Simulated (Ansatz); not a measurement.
**BC2 (quartet): from Hartree-Fock to the top rungs, cc-pVTZ**

Aim: climb from Hartree-Fock through coupled cluster and multireference methods for BC2 (quartet) at one geometry and basis, and see what each rung misses.

Program: Ansatz 0.2.0, Gaussian basis. Level of theory: cc-pVTZ, core rule «outside noble gas», up to 3 orbitals frozen. These are calculated values, not measurements.

To be run: UHF; CCSD(T) on ROHF; CCSD(T) on UHF; BCCD(T) on ROHF; CCSDT(Q) on ROHF; CCSDT(Q) on UHF; CASSCF and NEVPT2, 11 electrons in 12 orbitals.

5 further runs of the same task are left out: 5 set aside as unsound or not needed. Runs told in other sessions of the task aren't counted.

## 1. The geometry

The geometry is a PBE0/def2-TZVP stationary point (not a proven minimum).

3 atoms, charge 0, spin multiplicity 4.

Atoms are counted from 1 here; the program's logs count them from 0.

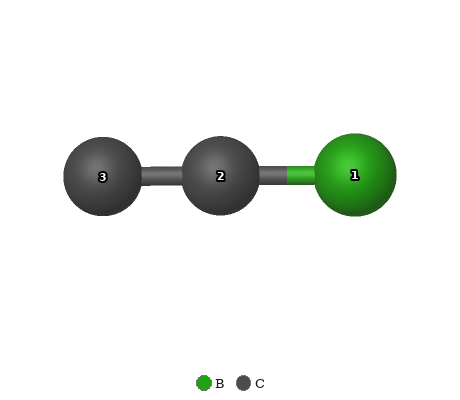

The structure; boron green, carbon dark grey; atoms are numbered from 1 in the order of the file.

In the tables R marks a restricted open-shell determinant and U an unrestricted one; 'valence' is the active space of 11 electrons in 12 orbitals; energies count from the table's Hartree-Fock row.

## 2. UHF

Input file in.yaml:

```yaml
crystal:
  periodic: [false, false, false]
  atoms:
    - {symbol: B, position_ang: [0.000000, 0.000000, -1.356900]}
    - {symbol: C, position_ang: [0.000000, 0.000000, 0.059500]}
    - {symbol: C, position_ang: [0.000000, 0.000000, 1.297400]}
basis:
  gaussian: {orbitals: cc-pVTZ}
magnetization: {spin_polarized: true, initial_magnetization: 3}
hamiltonian: {xc: hf}
output: {orbitals: {seedname: orbitals}}
```

Started as:

```console
> ansatz run in.yaml --threads 1 --pin off --events-out ev --progress --plain --max-ram 2816MiB --backend cpu
```

The program printed:

```text
Functional definition: HF
  name "HF"
  cite "Fock, Z. Phys. 61, 126 (1930) doi:10.1007/BF01340294"
  parent pbe
  exchange = exact_x
  correlation = 0
687 factors; their error is unknown
mean field evaluation 1: about -2722.1020 eV, gradient 2.0e1 eV
mean field evaluation 2: about -2724.7100 eV, gradient 1.1e1 eV
mean field evaluation 4: about -2725.8345 eV, gradient 2.3e0 eV
mean field evaluation 8: about -2726.1411 eV, gradient 6.0e-1 eV
mean field evaluation 16: about -2726.2054 eV, gradient 9.3e-4 eV
mean field evaluation 32: about -2718.0023 eV, gradient 1.2e1 eV
mean field evaluation 64: about -2726.0572 eV, gradient 1.1e0 eV
mean field evaluation 96: about -2716.3724 eV, gradient 1.1e1 eV
mean field -2726.20539574 eV, -100.1862004050 hartree, gradient 2.6e-5 eV, S^2 4.220637; 2 other end points of the search recorded, 0 dependent functions left out
reference -2726.20539574 eV, -100.1862004050 hartree; 10, 7 occupied and 80, 83 virtual orbitals, 687 factors
Total energy: -2726.20539574 eV, -100.1862004050 hartree
```

Run time: 1.6 s. Hardware: 1 thread of AMD EPYC 7R13, shared host.

From the report: ⟨S²⟩ of the determinant 4.221 (pure quartet: 3.75).

## 3. CCSD(T) on ROHF

in.yaml: that of step 2 with these lines changed.

```diff
@@ -8,4 +8,3 @@
   gaussian: {orbitals: cc-pVTZ}
-magnetization: {spin_polarized: true, initial_magnetization: 3}
-hamiltonian: {xc: hf}
-output: {orbitals: {seedname: orbitals}}
+magnetization: {spin_polarized: false, initial_magnetization: 3}
+correlation: {method: ccsd_t, electrons: outside_noble_gas}
```

Started as:

```console
> ansatz run in.yaml --threads 2 --pin off --events-out ev --progress --plain --max-ram 16896MiB --backend cuda --devices 0, --max-vram 18GiB
```

The program printed (excerpt; [...] marks lines left out):

```text
Functional definition: HF
  name "HF"
  cite "Fock, Z. Phys. 61, 126 (1930) doi:10.1007/BF01340294"
  parent pbe
[...]
537 factors; integrals over basis functions are off by at most 1.2e-3 eV
[...]
mean field -2725.34715066 eV, -100.1546604801 hartree, gradient 1.5e-6 eV, S^2 3.750000; 10 other end points of the search recorded, 0 dependent functions left out
[...]
determinant -2725.34715066 eV, -100.1546604801 hartree, with singles and doubles -2734.41496241 eV, -100.4878964156 hartree
determinant -2725.33253056 eV, -100.1541232012 hartree, with singles and doubles -2733.65708520 eV, -100.4600449416 hartree
determinant -2724.92211528 eV, -100.1390407181 hartree, with singles and doubles -2733.36417867 eV, -100.4492808255 hartree
3 core orbitals not correlated: weight in the atoms' cores, before any rotation towards them, 1.000 or more for the frozen orbitals, at most 0.000 for the correlated occupied ones
reference -2725.34715066 eV, -100.1546604801 hartree; 7, 4 occupied and 80, 83 virtual orbitals, 537 factors
second order -8.36162182 eV of doubles, -0.17881109 eV of singles
cycle   1  -8.95200562 eV  change   -6.4e-1 eV  update   2.3e-2
[...]
cycle  10  -8.99239936 eV  change   -9.6e-6 eV  update   1.2e-5
perturbative correction -0.54717284 eV, -0.0201082310 hartree
Total energy: -2734.88672286 eV, -100.5052332923 hartree
```

It took 6 s on 1 × H100 (card shared with other runs) with 2 threads of AMD EPYC 7R13, shared host; peak host memory 0.84 GiB.

From the report: correlation -9.5396 eV; T1 0.044; largest double amplitude 0.07.

## 4. CCSD(T) on UHF

in.yaml: that of step 3 with these lines changed.

```diff
@@ -8,3 +8,3 @@
   gaussian: {orbitals: cc-pVTZ}
-magnetization: {spin_polarized: false, initial_magnetization: 3}
+magnetization: {spin_polarized: true, initial_magnetization: 3}
 correlation: {method: ccsd_t, electrons: outside_noble_gas}
```

Same command.

The program printed (excerpt; [...] marks lines left out):

```text
Functional definition: HF
  name "HF"
  cite "Fock, Z. Phys. 61, 126 (1930) doi:10.1007/BF01340294"
  parent pbe
[...]
537 factors; integrals over basis functions are off by at most 1.2e-3 eV
[...]
mean field -2726.20544042 eV, -100.1862020470 hartree, gradient 3.0e-6 eV, S^2 4.220639; 10 other end points of the search recorded, 0 dependent functions left out
determinant -2726.20544042 eV, -100.1862020470 hartree, with singles and doubles -2734.34809991 eV, -100.4854392640 hartree
determinant -2725.45915329 eV, -100.1587765008 hartree, with singles and doubles -2733.65404953 eV, -100.4599333831 hartree
determinant -2725.15516985 eV, -100.1476053155 hartree, with singles and doubles -2733.37314779 eV, -100.4496104346 hartree
determinant -2723.21363205 eV, -100.0762551174 hartree, with singles and doubles -2731.44630548 eV, -100.3788002855 hartree
3 core orbitals not correlated: weight in the atoms' cores, before any rotation towards them, 1.000 or more for the frozen orbitals, at most 0.000 for the correlated occupied ones
reference -2726.20544042 eV, -100.1862020470 hartree; 7, 4 occupied and 80, 83 virtual orbitals, 537 factors
second order -7.04936109 eV of doubles, -0.00000000 eV of singles
cycle   1  -8.09147931 eV  change   -7.1e-1 eV  update   2.8e-2
[...]
cycle  12  -8.16220666 eV  change   -6.9e-6 eV  update   4.4e-6
perturbative correction -0.48743805 eV, -0.0179130181 hartree
Total energy: -2734.85508514 eV, -100.5040706274 hartree
```

Run time: 4.8 s. Hardware: 1 × H100 (card shared with other runs) with 2 threads of AMD EPYC 7R13, shared host; peak host memory 0.85 GiB.

From the report: ⟨S²⟩ of the determinant 4.221 (pure quartet: 3.75); correlation -8.6496 eV; T1 0.064; largest double amplitude 0.07.

## 5. BCCD(T) on ROHF

in.yaml: that of step 4 with these lines changed.

```diff
@@ -8,3 +8,3 @@
   gaussian: {orbitals: cc-pVTZ}
-magnetization: {spin_polarized: true, initial_magnetization: 3}
-correlation: {method: ccsd_t, electrons: outside_noble_gas}
+magnetization: {spin_polarized: false, initial_magnetization: 3}
+correlation: {method: bccd_t, electrons: outside_noble_gas}
```

The command is unchanged.

The program printed (excerpt; [...] marks lines left out):

```text
Functional definition: HF
  name "HF"
  cite "Fock, Z. Phys. 61, 126 (1930) doi:10.1007/BF01340294"
  parent pbe
[...]
537 factors; integrals over basis functions are off by at most 1.2e-3 eV
[...]
mean field -2725.34715066 eV, -100.1546604801 hartree, gradient 1.5e-6 eV, S^2 3.750000; 10 other end points of the search recorded, 0 dependent functions left out
[...]
determinant -2725.34715066 eV, -100.1546604801 hartree, with singles and doubles -2734.41496241 eV, -100.4878964156 hartree
determinant -2725.33253056 eV, -100.1541232012 hartree, with singles and doubles -2733.65708520 eV, -100.4600449416 hartree
determinant -2724.92211528 eV, -100.1390407181 hartree, with singles and doubles -2733.36417867 eV, -100.4492808255 hartree
3 core orbitals not correlated: weight in the atoms' cores, before any rotation towards them, 1.000 or more for the frozen orbitals, at most 0.000 for the correlated occupied ones
reference -2725.34715066 eV, -100.1546604801 hartree; 7, 4 occupied and 80, 83 virtual orbitals, 537 factors
second order -8.36162182 eV of doubles, -0.17881109 eV of singles
cycle   1  -8.94362690 eV  change   -6.3e-1 eV  update   2.8e-2
[...]
cycle  13  -8.98803311 eV  change   -8.6e-6 eV  update   7.8e-6
perturbative correction -0.55121409 eV, -0.0202567441 hartree
Total energy: -2734.88639786 eV, -100.5052213489 hartree
```

Wall time 4.6 s (1 × H100 (card shared with other runs) with 2 threads of AMD EPYC 7R13, shared host); peak host memory 0.86 GiB.

From the report: correlation -9.5392 eV; largest double amplitude 0.07.

## 6. CCSDT(Q) on ROHF

in.yaml: that of step 5 with these lines changed.

```diff
@@ -9,2 +9,2 @@
 magnetization: {spin_polarized: false, initial_magnetization: 3}
-correlation: {method: bccd_t, electrons: outside_noble_gas}
+correlation: {method: ccsdt_q, electrons: outside_noble_gas}
```

Launched as before.

The program printed (excerpt; [...] marks lines left out):

```text
Functional definition: HF
  name "HF"
  cite "Fock, Z. Phys. 61, 126 (1930) doi:10.1007/BF01340294"
  parent pbe
[...]
1066 factors; integrals over basis functions are off by at most 1.7e-7 eV
[...]
mean field -2725.34716757 eV, -100.1546611015 hartree, gradient 2.5e-6 eV, S^2 3.750000; 10 other end points of the search recorded, 0 dependent functions left out
[...]
determinant -2725.34716757 eV, -100.1546611015 hartree, with singles and doubles -2734.41498847 eV, -100.4878973734 hartree
determinant -2725.33254734 eV, -100.1541238181 hartree, with singles and doubles -2733.65711549 eV, -100.4600460548 hartree
determinant -2724.92213158 eV, -100.1390413172 hartree, with singles and doubles -2733.36420834 eV, -100.4492819157 hartree
3 core orbitals not correlated: weight in the atoms' cores, before any rotation towards them, 1.000 or more for the frozen orbitals, at most 0.000 for the correlated occupied ones
reference -2725.34716757 eV, -100.1546611015 hartree; 7, 4 occupied and 80, 83 virtual orbitals, 1066 factors
second order -8.36163313 eV of doubles, -0.17881113 eV of singles
cycle   1  -8.49032490 eV  change    5.9e-2 eV  update   1.2e-1
[...]
cycle  23  -9.56614649 eV  change    1.3e-6 eV  update   1.1e-6
perturbative correction -0.05113890 eV, -0.0018793200 hartree
Total energy: -2734.96445296 eV, -100.5080898210 hartree
```

Wall time 43 s (1 × H100 (card shared with other runs) with 2 threads of AMD EPYC 7R13, shared host); peak host memory 1.2 GiB.

From the report: correlation -9.6173 eV; T1 0.044; largest double amplitude 0.09.

## 7. CCSDT(Q) on UHF

in.yaml: that of step 6 with these lines changed.

```diff
@@ -8,3 +8,3 @@
   gaussian: {orbitals: cc-pVTZ}
-magnetization: {spin_polarized: false, initial_magnetization: 3}
+magnetization: {spin_polarized: true, initial_magnetization: 3}
 correlation: {method: ccsdt_q, electrons: outside_noble_gas}
```

Launched as before.

The program printed (excerpt; [...] marks lines left out):

```text
Functional definition: HF
  name "HF"
  cite "Fock, Z. Phys. 61, 126 (1930) doi:10.1007/BF01340294"
  parent pbe
[...]
1066 factors; integrals over basis functions are off by at most 1.7e-7 eV
[...]
mean field -2726.20545788 eV, -100.1862026886 hartree, gradient 3.0e-6 eV, S^2 4.220640; 10 other end points of the search recorded, 0 dependent functions left out
determinant -2726.20545788 eV, -100.1862026886 hartree, with singles and doubles -2734.34812237 eV, -100.4854400892 hartree
determinant -2725.45917022 eV, -100.1587771228 hartree, with singles and doubles -2733.65407931 eV, -100.4599344774 hartree
determinant -2725.15518640 eV, -100.1476059236 hartree, with singles and doubles -2733.37317668 eV, -100.4496114960 hartree
determinant -2723.21364662 eV, -100.0762556529 hartree, with singles and doubles -2731.44633436 eV, -100.3788013469 hartree
3 core orbitals not correlated: weight in the atoms' cores, before any rotation towards them, 1.000 or more for the frozen orbitals, at most 0.000 for the correlated occupied ones
reference -2726.20545788 eV, -100.1862026886 hartree; 7, 4 occupied and 80, 83 virtual orbitals, 1066 factors
second order -7.04936744 eV of doubles, -0.00000000 eV of singles
cycle   1  -7.40155296 eV  change   -3.5e-1 eV  update   1.2e-1
[...]
cycle  25  -8.71569388 eV  change    8.7e-7 eV  update   7.8e-7
perturbative correction -0.04723379 eV, -0.0017358098 hartree
Total energy: -2734.96838555 eV, -100.5082343408 hartree
```

Wall time 45 s (1 × H100 (card shared with other runs) with 2 threads of AMD EPYC 7R13, shared host); peak host memory 1.1 GiB.

From the report: ⟨S²⟩ of the determinant 4.221 (pure quartet: 3.75); correlation -8.7629 eV; T1 0.072; largest double amplitude 0.09.

## 8. CASSCF and NEVPT2, 11 electrons in 12 orbitals

Input file in.yaml:

```yaml
crystal:
  periodic: [false, false, false]
  atoms:
    - {symbol: B, position_ang: [0.000000, 0.000000, -1.356900]}
    - {symbol: C, position_ang: [0.000000, 0.000000, 0.059500]}
    - {symbol: C, position_ang: [0.000000, 0.000000, 1.297400]}
basis:
  gaussian: {orbitals: cc-pVTZ}
magnetization: {spin_polarized: false, initial_magnetization: 3}
correlation: {method: sc_nevpt2, electrons: outside_noble_gas, active_space: {window: {electrons: 11, orbitals: 12}, shells: [{species: B, l: s, shell: 2}, {species: B, l: p, shell: 2}, {species: C, l: s, shell: 2}, {species: C, l: p, shell: 2}]}}
```

Same command.

The program printed (excerpt; [...] marks lines left out):

```text
Functional definition: HF
  name "HF"
  cite "Fock, Z. Phys. 61, 126 (1930) doi:10.1007/BF01340294"
  parent pbe
[...]
1066 factors; integrals over basis functions are off by at most 1.7e-7 eV
[...]
mean field -2725.34716757 eV, -100.1546611015 hartree, gradient 2.5e-6 eV, S^2 3.750000; 10 other end points of the search recorded, 0 dependent functions left out
reference -2725.34716757 eV, -100.1546611015 hartree; 10, 7 occupied and 80, 83 virtual orbitals, 1066 factors
state -2729.69221849 eV, -100.3143387776 hartree
state -2729.69221849 eV, -100.3143387776 hartree; corrected -2733.91451245 eV, -100.4695052187 hartree
Total energy: -2733.91451245 eV, -100.4695052187 hartree
Checks for a lower state left out: starts, orbital_swaps
```

It took 10 s on 1 × H100 (card shared with other runs) with 2 threads of AMD EPYC 7R13, shared host; peak host memory 0.83 GiB.

From the report: 98,010 determinants; active occupations 1.98, 1.97, 1.92, 1.89, 1.00, 1.00, 1.00, 0.09, 0.08, 0.02, 0.02, 0.01.

## 9. Natural occupations

Natural occupations of the CASSCF valence state about the gap (report; correlated orbitals 2 to 11): 1.972, 1.922, 1.894, 1.004, 1.002, 0.999, 0.095, 0.077, 0.022, 0.018. The count of effectively unpaired electrons, Σ n²(2 − n)², is 3.13; a single determinant of this spin has 3.

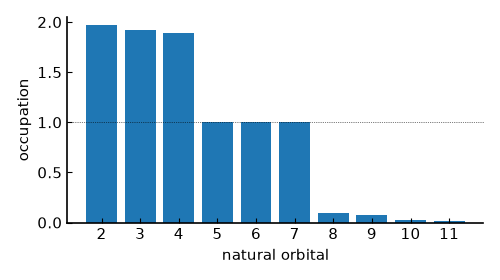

Natural occupations of the CASSCF valence state.

## 10. All levels against the top one

No level here is safe as a reference; RCCSDT(Q) serves as a yardstick only. Rows without a time are mean-field rows or come out of runs for another level: lower rungs of the coupled-cluster runs, CASSCF and MRCISD of the multireference runs, or the Hartree-Fock search.

Differences are taken before rounding.

| method | energy from the lowest ROHF (kJ/mol) | from RCCSDT(Q) (kJ/mol) | time |
| --- | --- | --- | --- |
| ROHF | 0.0 | +927.9 |  |
| UHF | -82.8 | +845.1 |  |
| RMP2 | -824.0 | +103.9 |  |
| UMP2 | -763.0 | +165.0 |  |
| RCCSD | -867.6 | +60.3 |  |
| UCCSD | -870.3 | +57.6 |  |
| RCCSD(T) | -920.4 | +7.5 | 6 s |
| UCCSD(T) | -917.4 | +10.6 | 4.8 s |
| BCCD(T) | -920.4 | +7.5 | 4.6 s |
| RCCSDT | -923.0 | +4.9 |  |
| UCCSDT | -923.8 | +4.2 |  |
| RCCSDT(Q) | -927.9 | 0 | 43 s |
| UCCSDT(Q) | -928.3 | -0.4 | 45 s |
| CASSCF valence | -419.2 | +508.7 |  |
| NEVPT2 valence | -826.6 | +101.3 | 10 s |

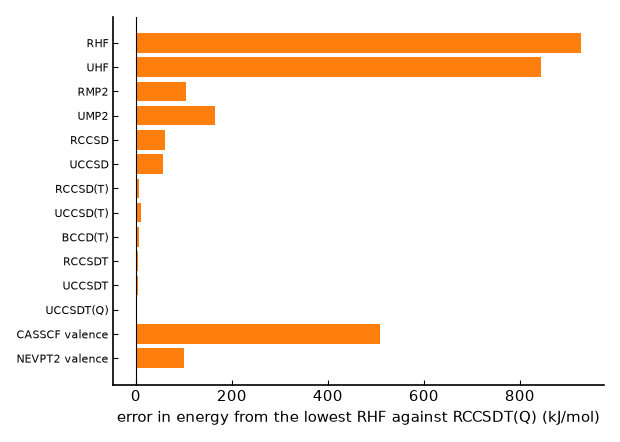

How far each level lands from RCCSDT(Q).

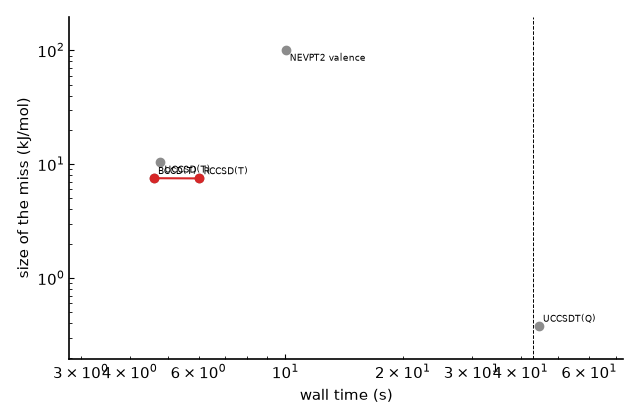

Miss against cost. Red marks the levels that no quicker level drawn beats (of those quicker than the yardstick), and the dashed line is the time of RCCSDT(Q). Times are from a shared host.

With the free atoms at the same levels and basis (separate runs), the atomisation energy is 9.448 eV at RCCSDT(Q), 9.409 eV at RCCSD(T), 9.373 eV at UCCSD(T), 6.887 eV at ROHF.

## 11. Results

| quantity | value |
| --- | --- |
| RCCSDT(Q) from the ROHF energy | -9.6173 eV |
| RMP2 from RCCSDT(Q) | +103.9 kJ/mol |
| UMP2 from RCCSDT(Q) | +165.0 kJ/mol |
| RCCSD from RCCSDT(Q) | +60.3 kJ/mol |
| RCCSD(T) from RCCSDT(Q) | +7.5 kJ/mol |
| UCCSD(T) from RCCSDT(Q) | +10.6 kJ/mol |
| UCCSDT(Q) from RCCSDT(Q) | -0.4 kJ/mol |
| NEVPT2 valence from RCCSDT(Q) | +101.3 kJ/mol |
| T1 diagnostic | 0.044 |
| effectively unpaired electrons | 3.13 |

RCCSD(T) lands +7.5 kJ/mol from the yardstick (0.8 % of the correlation energy). CCSD(T) misses by +7.5 kJ/mol on the restricted determinant and by +10.6 kJ/mol on the unrestricted one; the two need not hold the same state or core. The occupations are near whole numbers, but T1 = 0.044 shows that the orbitals relax strongly. Warnings: spin contamination.
